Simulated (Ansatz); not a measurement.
# Calculations on AlSiH6O2F

## 1. Relaxation

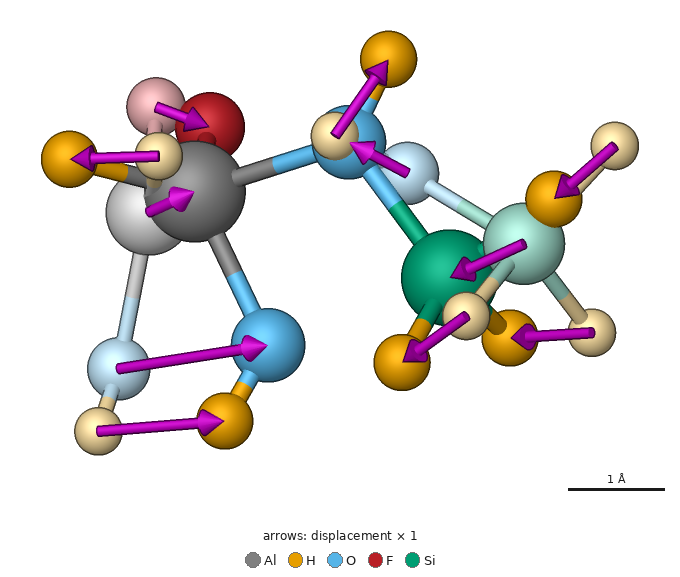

This is a relaxation of AlSiH$_{6}$O$_{2}$F. The starting structure is drawn faded, the final one solid; purple arrows show the displacements, at their true length. The two geometries are superimposed by the best rigid fit.

A ball-and-stick model, seen at a tilt.

The run prepares an end point of a later path (reaction) calculation, from a guessed geometry.

Theory: RKS B3LYP-D4/cc-pVDZ in Ansatz. Set-up: no spin polarisation; force threshold 0.03 eV/Å; at most 50 steps.

Q: What did the optimiser do to the structure, and how much energy did it gain?

A: An O atom moves most after the best rigid fit: 1.88 Å. Largest moves by element: O 1.88 Å, H 1.48 Å, Si 0.95 Å, Al 0.66 Å, F 0.61 Å. Among the contacts that change: O–Si 5.088 → 2.280 Å, Al–Si 4.454 → 3.083 Å, Al–O 2.965 → 1.925 Å, O–Si 1.706 → 1.800 Å. New bonds form, among them: Al–O (2.96 → 1.92 Å). Bond angles that change, for instance: O–Si–H 110.8° → 94.2°, O–Si–H 105.7° → 115.7°, H–Si–H 110.5° → 118.2°. Groups turn about O–Si by about 95°, Al–O by about 30°. Over 16 accepted moves (17 points after the start) the energy falls by 1.067 eV. Largest force component: 0.83 eV/Å at the start, 0.019 eV/Å at the end. The line search rejected the trial step at point 16 of the run.

## 2. Relaxation

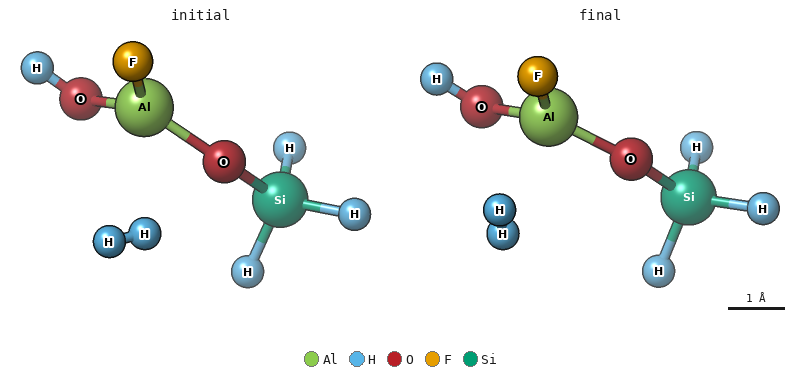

The structure of AlSiH6O2F before (left) and after (right) a relaxation, at one scale.

Style: ball-and-stick. Shown from a free direction.

The run prepares an end point of a later path (reaction) calculation, from a guessed geometry.

Method: RKS B3LYP-D4/cc-pVDZ in Ansatz.

Input file:
```yaml
crystal:
  periodic: [false, false, false]
  atoms:
    - { symbol: Al, position_ang: [0.139647, 0.53333, -0.14379] }
    - { symbol: H, position_ang: [-0.643104, -1.020757, 1.994494] }
    - { symbol: O, position_ang: [1.682135, -0.07812, -0.579008] }
    - { symbol: H, position_ang: [1.782994, -0.682382, -1.325487] }
    - { symbol: F, position_ang: [-1.24367, 0.116571, -1.009558] }
    - { symbol: O, position_ang: [-0.005197, 1.670253, 1.17952] }
    - { symbol: Si, position_ang: [0.856433, 2.769475, 2.118311] }
    - { symbol: H, position_ang: [1.580021, 2.04741, 3.212307] }
    - { symbol: H, position_ang: [1.850776, 3.516953, 1.284145] }
    - { symbol: H, position_ang: [-0.112842, 3.735209, 2.71882] }
    - { symbol: H, position_ang: [-0.544292, -0.307242, 2.029448] }
basis:
  gaussian: { orbitals: cc-pVDZ }
hamiltonian:
  xc: b3lyp
  dispersion: d4
relax:
  f_tol: 0.03
  max_steps: 50
```

Launched with:
```bash
ansatz run input.yaml --threads 2 --pin off --max-ram 3072MiB --backend cpu --events-out ev --progress --plain --runs-dir out
```

Q: What changed between the two?

A: The largest move after the best rigid fit is that of H11, 0.75 Å. By element the largest moves are H 0.75 Å, F 0.29 Å, Al 0.19 Å, O 0.19 Å, Si 0.19 Å. Among the contacts that change: H2–H11 0.721 → 0.767 Å, Al1–O6 1.751 → 1.709 Å, Al1–F5 1.684 → 1.690 Å, O6–Si7 1.683 → 1.677 Å. Bond angles that change, for instance: Al1–O6–Si7 143.5° → 149.6°. Over 20 accepted moves (27 points after the start) the energy falls by 0.135 eV. The largest force component goes from 1.8 to 0.022 eV/Å. The line search rejected the trial steps at points 3, 12, 14, 19, 20, 24, 25 of the run. The forces were under the threshold at step 9, but the run went on from there. Cost: 51 s on 2 threads of Intel(R) Xeon(R) 6975P-C (Granite Rapids) (shared host), peak memory 0.27 GiB.

Limits of the set-up: the start holds two separate molecules, 2.2 Å apart at their closest, whose relative position is a soft coordinate.

## 3. Path

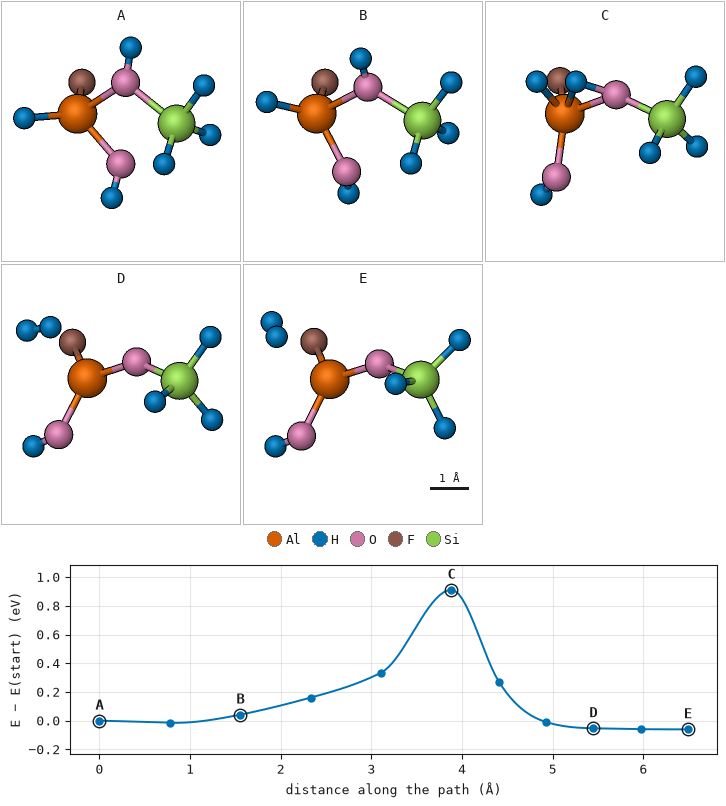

A nudged-elastic-band calculation for AlSiH$_{6}$O$_{2}$F. Images are numbered from 0 (start) to 10 (end). Frames A to E are images 0, 2, 5, 8, 10. A ball-and-stick model, seen at a tilt.

Theory: Ansatz 0.2.0, RKS B3LYP-D4/cc-pVDZ. Run with 9 movable images; climbing image; force threshold 0.05 eV/Å; iteration limit 60; starting path through a guess of the saddle point.

Q: What happens along the path, and what is the barrier?

A: Breaking: Al–H (1.58 → 2.36 Å), H–O (0.97 → 2.91 Å). Forming: H–H (3.51 → 0.77 Å). The energy climbs by 0.91 eV to image 5 and then falls by 0.97 eV, so the end point sits at −0.06 eV. The band is converged. At the top, the vibrational analysis gives one imaginary mode (1228i cm⁻¹), as a transition state must have.
